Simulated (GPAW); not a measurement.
# Polarising 2H-WOS monolayer with a field along the normal

The dipole of the cell at several fields, atoms fixed. What does the strongest field give, and what length does the slope stand for?

Set-up. GPAW 26.7.0, plane waves (500 eV), PAW setups, PBE, 12×12 mesh, a dipole layer in the vacuum; geometry relaxed without an applied field with GPAW. The cell's area is 7.74 Å², and e/ε0 = 180.95 V Å.

Results, with one row withheld:

```tsv
field (V/Å)	dipole (e Å)
−0.2	−0.1083
−0.1	−0.0899
−0.05	−0.0807
0.05	−0.0623
0.1	−0.0531
0.2	−0.0346
0.3	?
```

**Question.** What is the dipole at 0.3 V/Å?

A: A line through the 6 points has the slope α = 0.184 e Å per V/Å and the intercept p₀ = −0.0715 e Å (r.m.s. residual 2.7e−05). At 0.3 V/Å it gives p = −0.0715 + 0.184 × 0.3 = −0.0162 e Å; the run gives −0.0161 e Å, so the response stays linear to 0.2 % of the induced part. Dividing by ε0 and the area: α/(ε0 A) = 0.184 × 180.95 / 7.74 = 4.30 Å, against 2.81 Å between the outer nuclei. For a gapped layer this length is t(1 − 1/ε), so it fixes ε only once a thickness t is chosen.

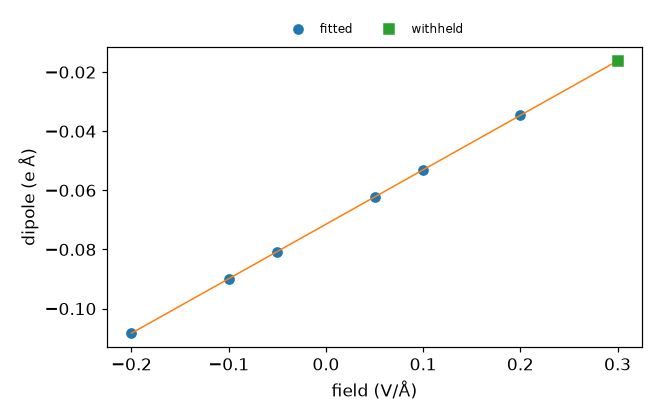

The line and the withheld run.

Caveats: This is the electronic response alone; ions that move would add to it in polar layers. No run was spin-polarised, so magnetic states weren't tested. Spin-orbit coupling is left out, which matters for the heavier atoms here. Layers with unlike faces were relaxed with their cell in a fully periodic cell without the dipole layer, so their atoms felt a small spurious field.

[Logs are printed without paths, hosts, clocks, repeated set-up lines and the standing remarks that a program may print on its own settings, such as how far it seeks lower states.]
